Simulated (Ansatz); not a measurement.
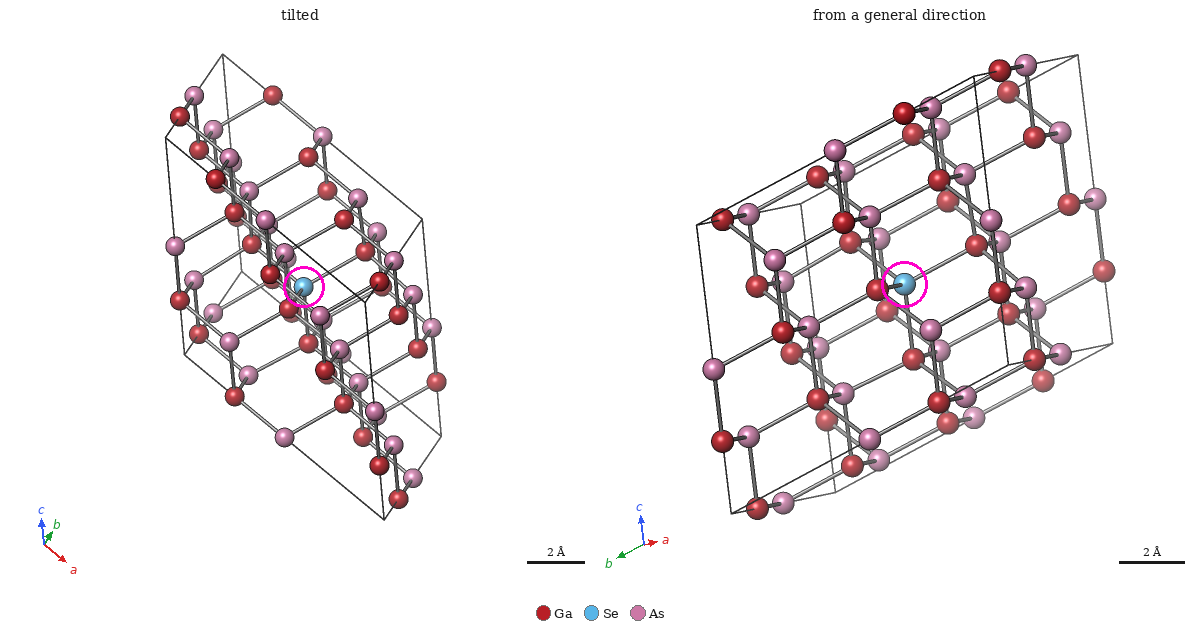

This ball-and-stick model is shown slightly off an axis and from a general direction. The supercell is outlined; an atom on or near a face, edge or corner is repeated at each equivalent position. The host is GaAs, in a cell of 32 sites, and the cell carries a charge of +1. A ring marks the defect's site.

Which defect is modelled here, and what are its neighbours?

Selenium on an arsenic site (a substitutional impurity). It is bonded to four Ga in a tetrahedral arrangement at about 2.5 Å.

The atoms were relaxed in the host's cell with DFT LDA, scalar-relativistic, plane waves, PAW in Ansatz 0.2.0.
